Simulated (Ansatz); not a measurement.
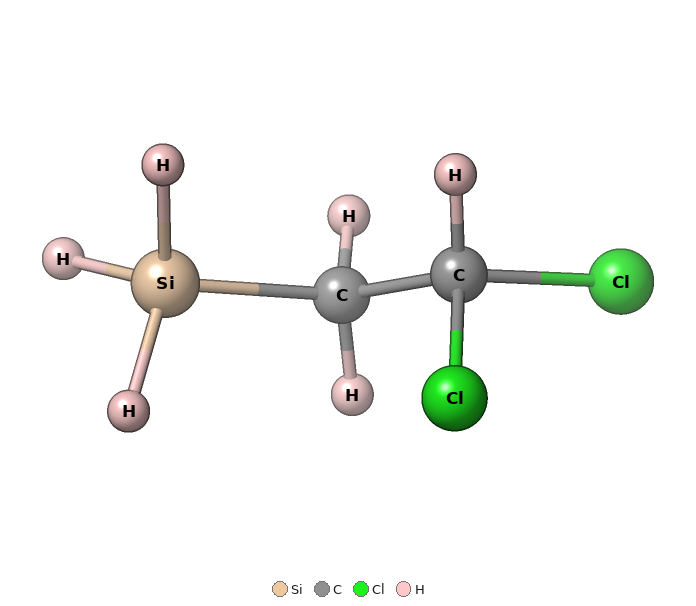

Orthographic view. Distant atoms are faded towards the background colour. Computed geometry: PBE0-D4/def2-TZVP optimisation. No frequency run is at hand to confirm it as a minimum.

### Write the InChI string.

InChI=1S/C2H6Cl2Si/c3-2(4)1-5/h2H,1H2,5H3
